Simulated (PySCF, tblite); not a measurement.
# C24H32: electronic excitations, NMR shifts, part 2 of 2

tblite 0.8.0 and PySCF 2.14.0. Atoms count from 0. The steps go on from the part before.

## 5. NMR shifts: GIAO PBE/pcSseg-1

What the job is given:

```
{"job": {"kind": "nmr", "basis": "pcSseg-1", "pop": false, "xc": "PBE"}, "charge": 0, "multiplicity": 1}
C     -2.977062    -1.483045    -0.005261
C     -2.119577    -2.493308     0.391006
C     -0.944846    -2.748849    -0.304416
C     -0.654008    -1.962315    -1.411224
C     -1.498842    -0.937718    -1.792616
C     -2.672617    -0.678127    -1.096309
C     -3.582444     0.423228    -1.567026
C     -4.218391     1.268452    -0.459034
C     -3.231308     1.784870     0.588117
C     -2.030918     2.533801     0.012626
C     -1.276824     3.263485     1.121923
C      0.053097     3.861864     0.647042
C      1.092214     2.798401     0.434654
C      1.464100     2.385624    -0.837124
C      2.424634     1.406879    -1.009782
C      3.035651     0.799752     0.081016
C      2.662025     1.213081     1.352525
C      1.705894     2.196164     1.525895
C      4.097328    -0.243390    -0.134911
C      3.596910    -1.468325    -0.915668
C      2.994043    -2.565484    -0.039706
C      1.807746    -2.095769     0.802229
C      0.927611    -3.254814     1.272465
C      0.016126    -3.802708     0.163072
H     -3.892761    -1.322174     0.545144
H     -2.370059    -3.099777     1.251054
H      0.243354    -2.154576    -1.982423
H     -1.244992    -0.330929    -2.651221
H     -4.390936    -0.020030    -2.158986
H     -3.017665     1.076839    -2.234945
H     -4.719635     2.117353    -0.932059
H     -4.986780     0.685807     0.054576
H     -3.774864     2.453530     1.262035
H     -2.861904     0.947439     1.183574
H     -1.358046     1.827115    -0.476125
H     -2.365622     3.257116    -0.735230
H     -1.909164     4.062075     1.517762
H     -1.077501     2.563273     1.936297
H     -0.108657     4.419951    -0.277409
H      0.410600     4.561795     1.406784
H      1.007181     2.845833    -1.702628
H      2.714360     1.120872    -2.011435
H      3.132019     0.769230     2.219588
H      1.438807     2.510217     2.525651
H      4.910223     0.218338    -0.703400
H      4.509261    -0.563398     0.823976
H      4.432761    -1.900756    -1.471923
H      2.849346    -1.146704    -1.643377
H      3.766734    -2.972462     0.617571
H      2.675193    -3.376148    -0.699214
H      1.200301    -1.397145     0.224148
H      2.176160    -1.554974     1.674732
H      1.559723    -4.063502     1.648421
H      0.297341    -2.910386     2.095502
H     -0.533584    -4.660921     0.556012
H      0.623625    -4.147011    -0.675811
```

Level: GIAO PBE/pcSseg-1 NMR shielding, non-relativistic, gas phase.

Output:

```text
start: PBE on a coarse grid of 42639 points
cycle   1  E = -931.9297994103  dE =  2.757e+00  |g| = 1.065e+00  |ddm| = 7.285e+00
cycle   2  E = -931.5331129358  dE =  3.967e-01  |g| = 1.619e+00  |ddm| = 3.200e+00
cycle   3  E = -932.2538645322  dE = -7.208e-01  |g| = 1.619e-01  |ddm| = 2.231e+00
cycle   4  E = -932.2592720787  dE = -5.408e-03  |g| = 6.466e-02  |ddm| = 2.874e-01
cycle   5  E = -932.2601139066  dE = -8.418e-04  |g| = 2.719e-02  |ddm| = 8.645e-02
cycle   6  E = -932.2602665573  dE = -1.527e-04  |g| = 1.348e-02  |ddm| = 4.257e-02
cycle   7  E = -932.2603161386  dE = -4.958e-05  |g| = 3.808e-03  |ddm| = 1.733e-02
final grid: 382061 points
cycle   8  E = -932.4682484783  dE = -2.671e-04  |g| = 2.689e-02  |ddm| = 1.639e-01
cycle   9  E = -932.4679334968  dE =  3.150e-04  |g| = 4.309e-02  |ddm| = 7.898e-02
cycle  10  E = -932.4684149982  dE = -4.815e-04  |g| = 9.782e-03  |ddm| = 5.563e-02
cycle  11  E = -932.4684407813  dE = -2.578e-05  |g| = 1.711e-03  |ddm| = 1.256e-02
cycle  12  E = -932.4684443482  dE = -3.567e-06  |g| = 4.289e-04  |ddm| = 2.652e-03
cycle  13  E = -932.4684439010  dE =  4.472e-07  |g| = 1.851e-04  |ddm| = 6.592e-04
cycle  14  E = -932.4684434515  dE =  4.495e-07  |g| = 8.880e-05  |ddm| = 2.963e-04
converged SCF energy = -932.4684434515

GIAO shielding tensors (ppm)
atom      isotropic    diamagn.    paramagn.     s11        s22        s33       span
  0 C       52.545     252.926    -200.381    -52.187     37.625    172.196    224.383
  1 C       51.812     252.950    -201.138    -49.428     44.608    160.256    209.684
  2 C       39.309     265.140    -225.831    -52.395     -1.782    172.104    224.498
  3 C       47.813     257.160    -209.346    -56.023     44.231    155.232    211.256
  4 C       48.726     255.917    -207.190    -53.411     48.064    151.527    204.938
  5 C       42.351     265.197    -222.846    -53.621      8.449    172.225    225.846
  6 C      145.538     246.331    -100.794    129.379    140.945    166.288     36.909
  7 C      152.150     249.619     -97.470    142.812    150.131    163.506     20.693
  8 C      151.094     250.073     -98.979    131.343    148.826    173.114     41.770
  9 C      153.343     251.215     -97.872    131.221    159.088    169.718     38.497
 10 C      141.348     250.926    -109.578    128.180    135.501    160.362     32.182
 11 C      140.301     249.438    -109.137    131.539    133.459    155.903     24.364
 12 C       38.088     263.703    -225.616    -52.344     -5.235    171.842    224.186
 13 C       49.371     254.602    -205.231    -54.246     47.595    154.763    209.009
 14 C       51.618     255.531    -203.913    -50.331     40.042    165.144    215.475
 15 C       35.503     264.226    -228.723    -54.856     -9.220    170.584    225.440
 16 C       48.549     253.352    -204.802    -51.943     44.088    153.502    205.445
 17 C       51.551     254.119    -202.568    -48.645     42.075    161.222    209.867
 18 C      140.593     247.259    -106.666    127.303    138.701    155.775     28.472
 19 C      143.727     249.144    -105.417    131.378    145.500    154.304     22.925
 20 C      147.904     251.443    -103.539    132.007    146.449    165.254     33.247
 21 C      153.221     253.156     -99.935    147.751    153.211    158.702     10.951
 22 C      145.942     250.425    -104.483    135.378    147.367    155.081     19.703
 23 C      144.734     250.581    -105.847    129.284    136.903    168.015     38.731
 24 H       24.322      34.860     -10.538     20.377     22.851     29.737      9.360
 25 H       24.454      34.498     -10.044     20.288     24.013     29.060      8.771
 26 H       24.726      37.737     -13.012     22.045     23.613     28.519      6.474
 27 H       24.525      37.251     -12.726     21.636     22.987     28.951      7.315
 28 H       28.507      26.572       1.935     24.050     26.870     34.601     10.551
 29 H       29.033      33.518      -4.486     26.326     28.626     32.147      5.821
 30 H       29.883      28.233       1.650     25.555     27.907     36.186     10.631
 31 H       29.378      30.208      -0.830     25.541     26.850     35.742     10.201
 32 H       30.417      31.300      -0.883     24.700     30.748     35.803     11.102
 33 H       30.233      37.228      -6.995     26.808     29.989     33.902      7.094
 34 H       30.254      39.514      -9.260     22.335     33.402     35.026     12.691
 35 H       30.969      34.293      -3.323     27.087     31.152     34.669      7.581
 36 H       29.854      31.353      -1.499     24.932     29.387     35.243     10.312
 37 H       30.670      36.383      -5.713     27.225     31.123     33.661      6.436
 38 H       29.532      31.963      -2.431     26.663     28.317     33.615      6.952
 39 H       28.640      29.076      -0.435     24.047     27.229     34.645     10.598
 40 H       24.414      36.189     -11.775     21.627     23.313     28.302      6.675
 41 H       24.297      35.481     -11.185     20.842     22.687     29.360      8.518
 42 H       24.462      35.307     -10.845     21.514     23.415     28.457      6.943
 43 H       24.613      35.163     -10.550     20.768     23.896     29.174      8.406
 44 H       28.340      27.603       0.737     24.120     26.664     34.235     10.115
 45 H       29.465      32.218      -2.753     26.806     28.479     33.110      6.304
 46 H       29.293      28.409       0.884     24.397     27.967     35.514     11.117
 47 H       29.757      35.362      -5.604     26.738     29.278     33.256      6.519
 48 H       30.249      31.296      -1.048     25.904     28.955     35.888      9.984
 49 H       29.840      33.522      -3.682     25.285     30.285     33.949      8.664
 50 H       31.151      39.814      -8.663     23.397     34.206     35.850     12.453
 51 H       30.409      38.527      -8.117     25.240     30.269     35.719     10.478
 52 H       30.291      31.088      -0.797     25.244     29.283     36.347     11.103
 53 H       30.304      35.265      -4.962     25.944     29.253     35.714      9.770
 54 H       28.924      29.733      -0.810     24.016     27.483     35.272     11.256
 55 H       29.182      32.554      -3.373     26.615     28.065     32.864      6.249
```

Run time: 71 s. Hardware: 2 threads of Arm Neoverse N1, shared host; peak memory 1.3 GiB.

The references, computed at this level on geometries of the same kind, shield at (ppm): ¹H TMS 31.64, ¹³C TMS 182.6. Their shielding less the atom's gives the shift. The references are single molecules in the gas phase. Atoms listed in one row are averaged.

```
                             atoms                                 environment  σ (ppm)  δ (ppm)
                  C2, C5, C12, C15                 substituted aromatic carbon     38.8    143.8
    C0, C1, C3, C4, C13 and 3 more                                 aromatic CH     50.2    132.4
                 C6, C11, C18, C23                 sp3 CH2 on an aromatic ring    142.8     39.8
                 C7, C10, C19, C22                           sp3 CH2 in a ring    145.8     36.8
                  C8, C9, C20, C21                           sp3 CH2 in a ring    151.4     31.2
H24, H25, H26, H27, H40 and 3 more                  hydrogen on an aromatic CH    24.48     7.16
H28, H29, H38, H39, H44 and 3 more  hydrogen on an sp3 CH2 on an aromatic ring    28.95     2.69
H30, H31, H36, H37, H46 and 3 more            hydrogen on an sp3 CH2 in a ring    29.93     1.71
H32, H33, H34, H35, H48 and 3 more            hydrogen on an sp3 CH2 in a ring    30.44     1.20
```

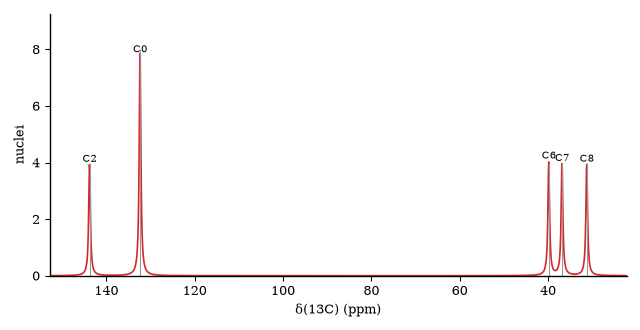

¹³C lines at the computed shifts, without couplings. Lines are broadened to a width of 0.45 ppm (Lorentzian).

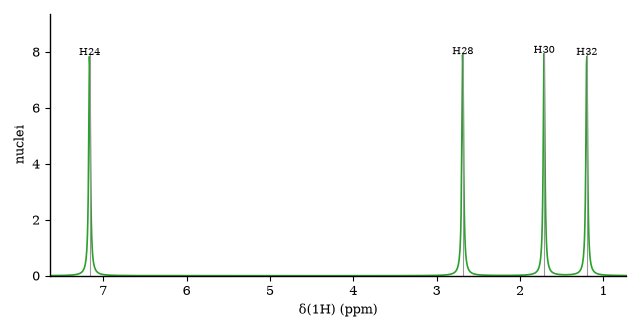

¹H lines at the computed shifts, without couplings. Lines are broadened to a width of 0.02 ppm (Lorentzian).

Ring of atoms C0, C1, C2, C3, C4, C5: NICS(0) -8.1, NICS(1) -10.8, NICS(1)zz -27.8 ppm (means of both faces).

## 6. Summary of results

What follows sums up all 2 parts.

| quantity | value |
| --- | --- |
| strongest single infrared mode (GFN2-xTB) | 2989 cm⁻¹, 123 km/mol |
| zero-point energy (GFN2-xTB) | 310.6 kcal/mol |
| lowest singlet (wB97X-D/6-31G*) | 5.53 eV (224 nm), f = 0.006 |
| brightest single state of those computed | state 4, 6.41 eV, f = 0.115 |
| lowest triplet | 4.13 eV |
| ¹³C shifts against TMS (PBE/pcSseg-1, means over atoms taken as alike) | 143.8, 132.4, 39.8, 36.8, 31.2 ppm |
| ¹H shifts against TMS (PBE/pcSseg-1, means over atoms taken as alike) | 7.16, 2.69, 1.71, 1.20 ppm |

No mode is imaginary among the 162: a minimum at this level. GFN2-xTB is a fitted tight-binding method: band positions and strengths are rough. Its intensities can rank the bands wrongly. The lowest singlet, at 5.53 eV, is HOMO→LUMO 0.32, HOMO→LUMO+3 0.15 and is weak; of the 8 states computed, the strongest absorption comes from states 7 to 8 together at 7.61 eV (the last computed, so partners may be missing). The lowest triplet lies 1.40 eV below the lowest singlet. At PBE/pcSseg-1: The largest span, 225 ppm, is at C2, C5, C12, C15, where the paramagnetic term is -226 ppm. NICS(1)zz of -28 ppm above the planar ring from C0 marks a diatropic (aromatic) ring current.
